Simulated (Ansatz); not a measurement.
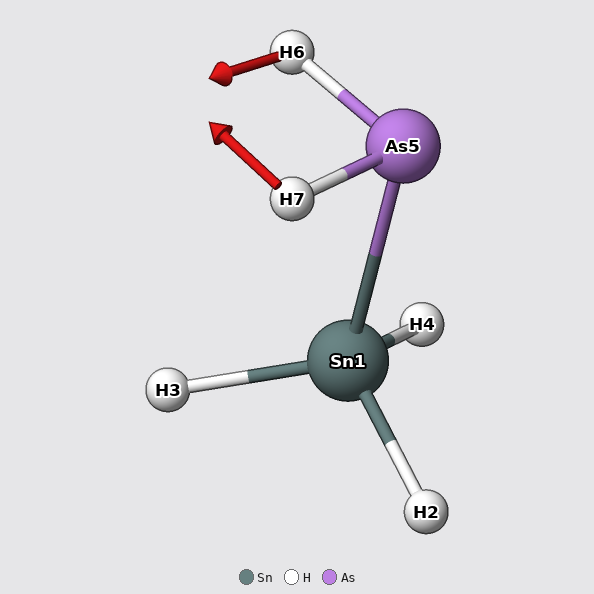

The arrows show one normal mode. Harmonic vibrations computed with RKS PBE0-D4/def2-TZVP, core potentials on Sn (Ansatz 0.2.0) at a stationary point of the same level.

Q: What kind of motion is it?

A: Mostly H–As–H bending.

Q: At what wavenumber does it lie?

A: 986 cm⁻¹; it is mode 10 of 15 counted from the lowest.
